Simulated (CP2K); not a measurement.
**C2H3ClSi (SMILES Cl[SiH]1C=C1): GFN1-xTB**

Aim: the energy difference between two shapes of C2H3ClSi at GFN1-xTB, from 2 runs. 

Program for the calculation: CP2K 2026.2.

1 further run of the same task is left out (set aside as unsound or not needed).

## Step 1: The molecule

The species is C2H3ClSi (7 atoms), meant as a singlet with charge 0. SMILES: `Cl[SiH]1C=C1`. The coordinates come from a GFN2-xTB relaxation.

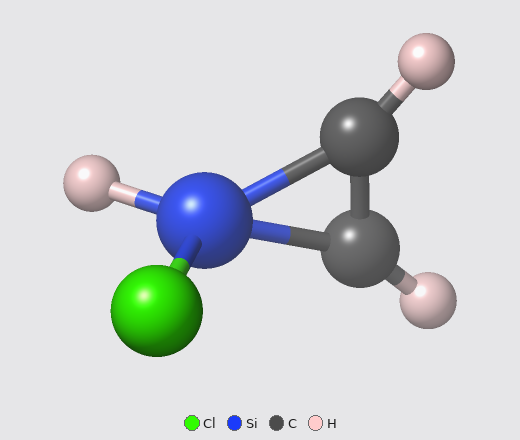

The structure, seen from a chosen angle (chlorine green, silicon blue, carbon dark grey, hydrogen pink).

## Step 2: Energy and forces at GFN1-xTB

Input file mol.inp:

```
&GLOBAL
  PROJECT mol
  RUN_TYPE ENERGY_FORCE
  PRINT_LEVEL MEDIUM
&END GLOBAL

&FORCE_EVAL
  METHOD QUICKSTEP
  &DFT
    CHARGE 0
    MULTIPLICITY 1
    &QS
      METHOD XTB
      EPS_DEFAULT 1.0E-10
      &XTB
        GFN_TYPE 1
        CHECK_ATOMIC_CHARGES F
      &END XTB
    &END QS
    &POISSON
      PERIODIC NONE
      POISSON_SOLVER ANALYTIC
    &END POISSON
    &SCF
      SCF_GUESS ATOMIC
      EPS_SCF 1.0E-06
      MAX_SCF 30
      &OT ON
        MINIMIZER DIIS
        PRECONDITIONER FULL_SINGLE_INVERSE
      &END OT
      &OUTER_SCF
        EPS_SCF 1.0E-06
        MAX_SCF 5
      &END OUTER_SCF
    &END SCF
    &PRINT
      &MOMENTS
        PERIODIC F
        REFERENCE COM
        MAX_MOMENT 1
      &END MOMENTS
      &MO_CUBES
        NLUMO 1
        NHOMO -1
        WRITE_CUBE F
      &END MO_CUBES
      &HIRSHFELD OFF
      &END HIRSHFELD
    &END PRINT
  &END DFT
  &SUBSYS
    &CELL
      ABC [angstrom] 19.9 18.7 19.4
      PERIODIC NONE
    &END CELL
    &COORD
      Cl    -1.842870    -1.747740    -0.553650
      Si    -0.749340    -0.054180    -0.542640
      C      0.292820     0.414990     0.924200
      C      1.050460    -0.062780    -0.074700
      H     -1.318910     0.918290    -1.447940
      H      0.468940     0.780120     1.920490
      H      2.098900    -0.248720    -0.225770
    &END COORD
    &TOPOLOGY
      &CENTER_COORDINATES
      &END CENTER_COORDINATES
    &END TOPOLOGY
  &END SUBSYS
  &PRINT
    &FORCES ON
    &END FORCES
  &END PRINT
&END FORCE_EVAL
```

Started as:

```console
$ OMP_NUM_THREADS=1 cp2k.psmp mol.inp > mol.out
```

The log of the run:

```text
CP2K| version string:                                       CP2K version 2026.2
[...]
 GLOBAL| Method name                                                        CP2K
[...]
 GLOBAL| Run type                                                   ENERGY_FORCE
[...]
                             - Atoms:                                          7
[...]
                             - Spherical basis functions:                     32
[...]
 Number of electrons:                                                         22
[...]
     1 OT DIIS     0.80E-01    0.0     0.02389804       -11.9152144536 -1.19E+01
[...]
    11 OT DIIS     0.80E-01    0.0     0.00000062       -11.9216509705 -5.83E-11
  *** SCF run converged in    11 steps ***
[...]
 TB_DIPOLE| Moment [Debye]         -0.36481919       0.24199083      -0.39266463
 TB_DIPOLE| Derivative [a.u.]       0.00000000       0.00000000       0.00000000
[...]
 ENERGY| Total FORCE_EVAL ( QS ) energy [hartree]            -11.921650970533070
 FORCES| Atomic forces [hartree/bohr]
 FORCES|   Atom     x               y               z               |f|
 FORCES|      1  3.63922141E-03  6.57433161E-03 -4.81340287E-04   7.52977138E-03
 FORCES|      2  7.15061739E-03 -4.78700916E-03  7.69145306E-03   1.15414573E-02
 FORCES|      3 -3.41197984E-02  1.14317391E-02  1.46884797E-02   3.88663960E-02
 FORCES|      4  4.57548358E-03 -1.32082778E-02 -3.60323984E-02   3.86487695E-02
 FORCES|      5  2.50653007E-03 -1.71242744E-03  2.82430026E-03   4.14629626E-03
 FORCES|      6  8.99197871E-03  2.80063335E-04  4.51273503E-03   1.00647352E-02
 FORCES|      7  7.25596724E-03  1.42158036E-03  6.79677061E-03   1.00432088E-02
 FORCES| Sum    -2.02095285E-16  6.33174069E-17 -2.85362012E-16
 FORCES| Total atomic force                                       3.55363301E-16
[...]
```

Wall time 1.5 s (1 thread of AMD EPYC 7R43 (Zen 3), shared host); peak memory 0.19 GiB.

## Step 3: The distorted shape, same level

Input file run.inp:

```
&GLOBAL
   PROJECT run
   RUN_TYPE ENERGY_FORCE
   PRINT_LEVEL MEDIUM
&END GLOBAL
&FORCE_EVAL
   METHOD QUICKSTEP
   &DFT
      CHARGE 0
      MULTIPLICITY 1
      &QS
         METHOD XTB
         EPS_DEFAULT 1.0E-10
         &XTB
            GFN_TYPE 1
            CHECK_ATOMIC_CHARGES F
         &END XTB
      &END QS
      &POISSON
         PERIODIC NONE
         POISSON_SOLVER ANALYTIC
      &END POISSON
      &SCF
         SCF_GUESS ATOMIC
         EPS_SCF 1.0E-06
         MAX_SCF 30
         &OT ON
            MINIMIZER DIIS
            PRECONDITIONER FULL_SINGLE_INVERSE
         &END OT
         &OUTER_SCF
            EPS_SCF 1.0E-06
            MAX_SCF 5
         &END OUTER_SCF
      &END SCF
      &PRINT
         &MOMENTS
            PERIODIC F
            REFERENCE COM
            MAX_MOMENT 1
         &END MOMENTS
         &MO_CUBES
            NLUMO 1
            NHOMO -1
            WRITE_CUBE F
         &END MO_CUBES
         &HIRSHFELD OFF
         &END HIRSHFELD
      &END PRINT
   &END DFT
   &SUBSYS
      &CELL
         ABC [angstrom] 19.9 18.7 19.3
         PERIODIC NONE
      &END CELL
      &COORD
         Cl    -1.860060    -1.747898    -0.565239
         Si    -0.737529    -0.061331    -0.498160
         C      0.299708     0.410074     0.914330
         C      1.043813    -0.081874    -0.077431
         H     -1.287642     0.911964    -1.426969
         H      0.497269     0.748849     1.891541
         H      2.072984    -0.275871    -0.232874
      &END COORD
      &TOPOLOGY
         &CENTER_COORDINATES
         &END CENTER_COORDINATES
      &END TOPOLOGY
   &END SUBSYS
   &PRINT
      &FORCES ON
      &END FORCES
   &END PRINT
&END FORCE_EVAL
```

Started as:

```console
$ OMP_NUM_THREADS=1 cp2k.psmp -i run.inp -o run.out
```

The log of the run:

```text
CP2K| version string:                                       CP2K version 2026.2
[...]
 GLOBAL| Method name                                                        CP2K
[...]
 GLOBAL| Run type                                                   ENERGY_FORCE
[...]
                             - Atoms:                                          7
[...]
                             - Spherical basis functions:                     32
[...]
 Number of electrons:                                                         22
[...]
     1 OT DIIS     0.80E-01    0.0     0.02082176       -11.9153023923 -1.19E+01
[...]
    10 OT DIIS     0.80E-01    0.0     0.00000084       -11.9202401337 -1.62E-10
  *** SCF run converged in    10 steps ***
[...]
 TB_DIPOLE| Moment [Debye]         -0.19909753       0.29457345      -0.23963446
 TB_DIPOLE| Derivative [a.u.]       0.00000000       0.00000000       0.00000000
[...]
 ENERGY| Total FORCE_EVAL ( QS ) energy [hartree]            -11.920240133734540
 FORCES| Atomic forces [hartree/bohr]
 FORCES|   Atom     x               y               z               |f|
 FORCES|      1  6.19608855E-03  9.72989586E-03  1.11312085E-03   1.15888492E-02
 FORCES|      2 -1.60180795E-02 -9.75989211E-03 -1.40346041E-02   2.34265763E-02
 FORCES|      3 -3.16258707E-02  1.30460394E-02  2.44152384E-02   4.20297360E-02
 FORCES|      4  9.03223408E-03 -1.60958030E-02 -4.12466531E-02   4.51878581E-02
 FORCES|      5  2.56744713E-03 -2.98280304E-03  4.48229051E-03   5.96488281E-03
 FORCES|      6  1.11139032E-02  6.77604269E-03  1.98646107E-02   2.37494497E-02
 FORCES|      7  1.87342771E-02 -7.13479764E-04  5.40599680E-03   1.95117143E-02
 FORCES| Sum     1.35308431E-16 -2.86337794E-16 -1.14491749E-16
 FORCES| Total atomic force                                       3.36758169E-16
[...]
```

Run time: 1.5 s. Hardware: 1 thread of AMD EPYC 7R43 (Zen 3), shared host; peak memory 0.19 GiB.

## Step 4: Outcome

At GFN1-xTB:

```
                                                  quantity         value
                                 first shape: total energy  -11.92165 Eh
    first shape: dipole moment (from atomic charges alone)        0.59 D
                                  first shape: HOMO energy     -10.49 eV
                            first shape: dispersion energy  -6.33 kJ/mol
                     first shape: largest force on an atom    1.999 eV/Å
                             distorted shape: total energy  -11.92024 Eh
distorted shape: dipole moment (from atomic charges alone)        0.43 D
                              distorted shape: HOMO energy     -10.59 eV
                        distorted shape: dispersion energy  -6.34 kJ/mol
                 distorted shape: largest force on an atom    2.324 eV/Å
                    energy change with the atoms displaced      0.038 eV
```

With the atoms displaced the energy rises by 0.04 eV (3.7 kJ/mol). The first shape isn't relaxed at this level, so the change isn't measured from a minimum. The largest force (first shape) is 2.00 eV/Å: the shape isn't a stationary point for this species at this level. The dipole (first shape) comes from point charges on the atoms alone, without atomic dipoles, so it is partial. The dipole (distorted shape) comes from point charges on the atoms alone, without atomic dipoles, so it is partial.
